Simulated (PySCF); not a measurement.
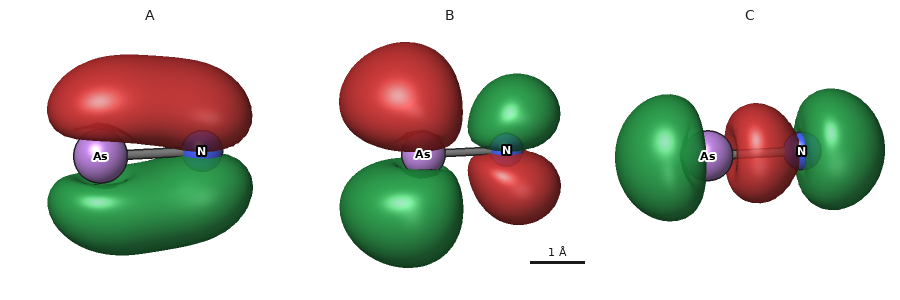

The picture shows: AsN. Three frontier orbitals, each drawn at the value that holds 80 % of its norm (green and red are the two phases), in no order; of a degenerate pair one member is drawn.

Level of theory: PBE0/def2-TZVPP, non-relativistic Hamiltonian with scalar-relativistic core potentials where named, at a bond length of 1.606 Å (PySCF 2.14.0).

Q: Name the orbitals and rank them from lowest to highest energy.

A: Orbital A: π, occupied, −8.88 eV; bonding, with no node between the atoms.
Orbital C: σ, occupied, −8.81 eV; shared between the atoms (As 40 %, N 60 %).
Orbital B: π, empty, −2.43 eV; antibonding, with a node between the atoms.
